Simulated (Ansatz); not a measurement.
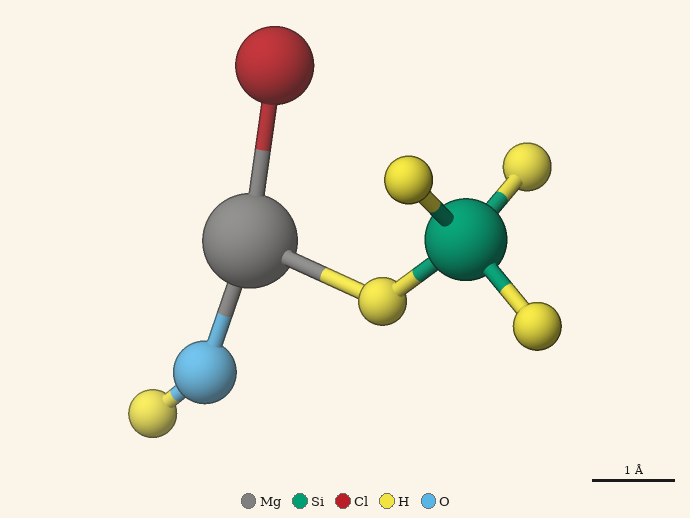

Ball-and-stick drawing of a structure. Every bond is drawn as one stick, whatever its order.

The computed structure is the end point of a PBE0-D4/def2-TZVP optimisation.

Description:

It has 9 atoms: 1 chlorine, 5 hydrogen, 1 magnesium, 1 oxygen and 1 silicon (ClH₅MgOSi). Coordination: 1 Mg T-shaped; 1 Si tetrahedral; 1 O bent.

More results for the same structure follow; atom numbers are the same in all pictures, views and colours differ.

**Vibrations**

Harmonic vibrations computed with RKS PBE0-D4/def2-TZVP (Ansatz 0.2.0) at a stationary point of the same level.

**List the wavenumbers.**

21 modes: 34, 67, 109, 141, 154, 171, 182, 256, 364, 399, 807, 885, 900, 915, 953, 1018, 2144, 2251, 2279, 2292, 4045 cm⁻¹.

**Electronic properties**

Properties computed with RKS r2SCAN-D4/def2-TZVPP (Ansatz 0.2.0).

**Give the dispersion correction at this level.**

−4.2 kJ/mol.

**Dipole moment**

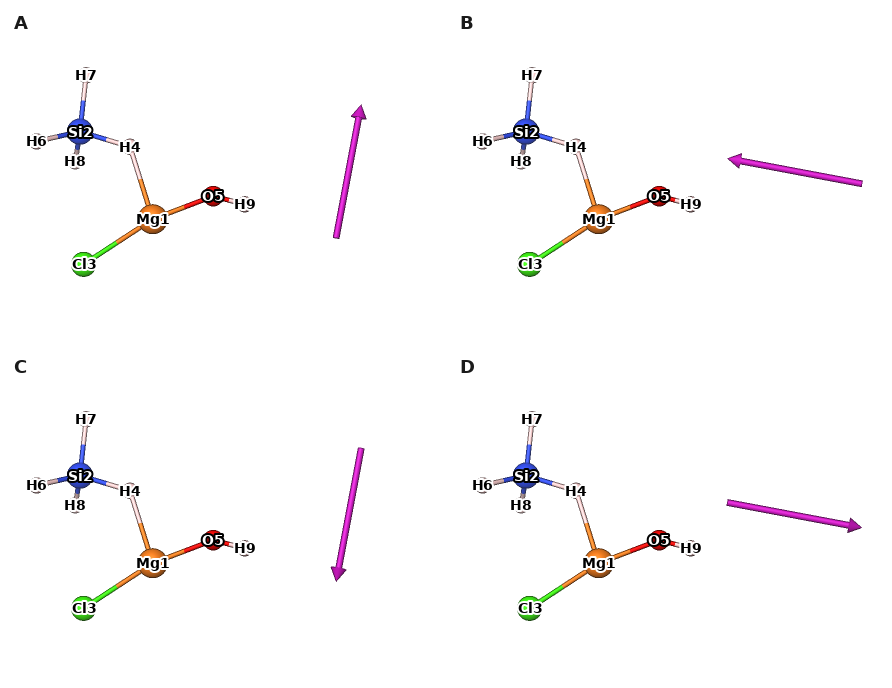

The same molecule four times, each with an arrow. Properties computed with RKS PBE0-D4/def2-TZVP (Ansatz 0.2.0).

**Which arrow points along the dipole moment, from the negative to the positive end?**

A. The dipole moment is 1.81 D; it points from the side of Cl3 to the side of H7 (the outermost atoms at the two ends).
